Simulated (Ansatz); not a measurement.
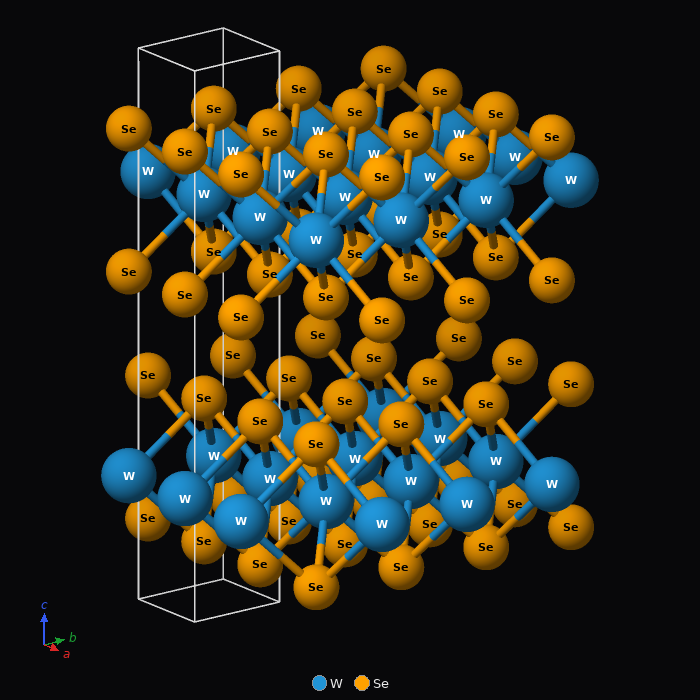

System WSe2 (space group P6_3/mmc, No. 194); source of the atomic positions: coordinates from a relaxation in a fixed cell with DFT PBE+D3(BJ), scalar-relativistic, plane waves, PAW in Ansatz.

Bonds are taken as Se–W below 2.9 Å; no other contact counts. Atoms with one bond or none are removed and atoms with two bonds are replaced by edges, until no such atom is left.

What kind of net remains, and which atoms are its nodes?

A binodal (3,6)-connected, two-periodic (layers) net: Se is a 3-connected node; W is a 6-connected node, in the ratio 2:1.

Which named net is it?

It is the net of the trigonal-prismatic layers of 2H-MoS2.

How do the layers lie?

The layers lie parallel to (001).

Give the first five terms of the coordination sequence (nodes one, two, three … edges away).

Se: 3, 13, 9, 24, 15; W: 6, 6, 18, 12, 30.

The simplified net, drawn on the atoms' positions. Nodes are coloured by element. One layer is drawn. Short stubs are edges that leave the cut-out.

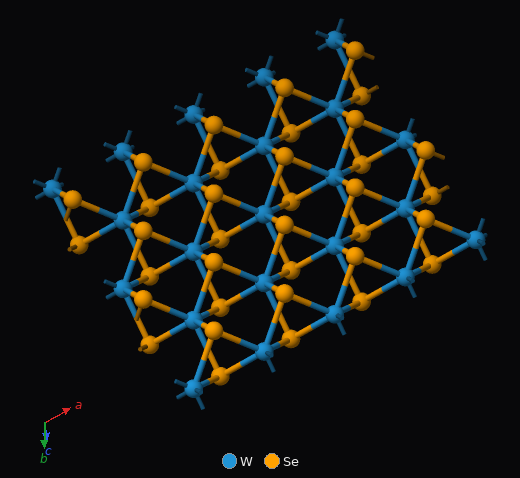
